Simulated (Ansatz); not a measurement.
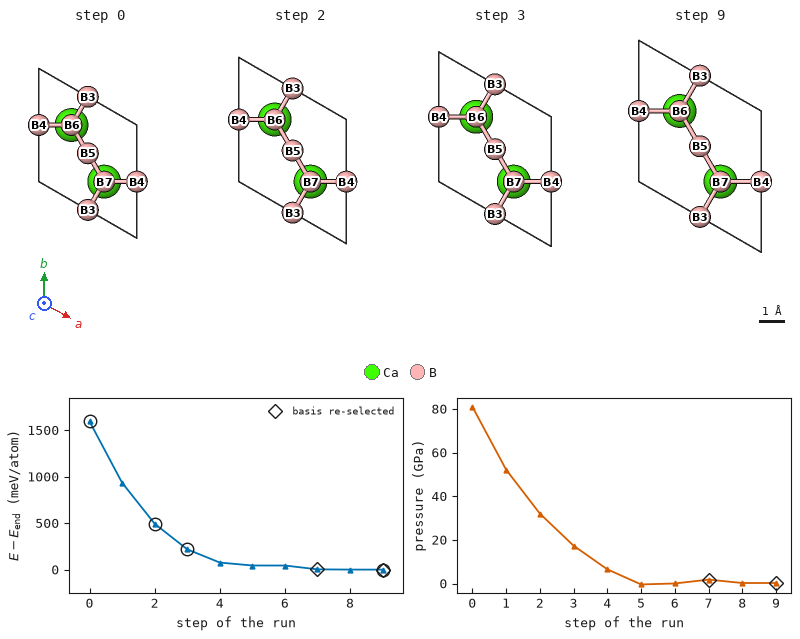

Frames of a relaxation of crystalline Ca2B5 (a generated structure, set up in P6/mmm) (coarse preliminary run), marked on the history of the run. The picture is a ball-and-stick view of the cell of the calculation, seen along the c axis.

Level of theory: Ansatz 0.2.0, DFT PBE, scalar-relativistic, plane waves, PAW. Settings: plane-wave cutoff 420 eV; k-point mesh 6 × 6 × 4; occupations gaussian; smearing width 0.1 eV; no spin polarisation; cell and atoms relaxed; force threshold 0.04 eV/Å; at most 70 steps.

Describe the path.

Over 7 accepted moves (9 points after the start) the energy falls by 1594 meV per atom. All forces vanish by symmetry, so only the cell relaxes. The pressure goes from 81.03 to 0.24 GPa. At 2 points the geometry stayed and the basis and grid were re-selected for the new cell (energy shift of 40.9 meV per atom at most each time). No atom moves by more than 0.005 Å relative to the cell. The volume changes by +69.5 %, with a = b 4.531 → 5.655 Å (+24.8 %), c 4.563 → 4.964 Å (+8.8 %). Some distances before and after: Ca–Ca 2.616 → 3.265 Å, B–B 2.266 → 2.828 Å, B–Ca 2.630 → 2.971 Å, B–B 1.308 → 1.633 Å. Bond angles that change, for instance: Ca–B–Ca 59.7° → 66.7°, Ca–B–Ca 120.3° → 113.3°, Ca–B–B 119.8° → 123.3°. The space group stays P6/mmm (No. 191). From step 0 to 2: volume +25.1 %, energy −1101 meV per atom. From step 2 to 3: volume +11.0 %, energy −275 meV per atom. From step 3 to 9: volume +22.1 %, energy −218 meV per atom.
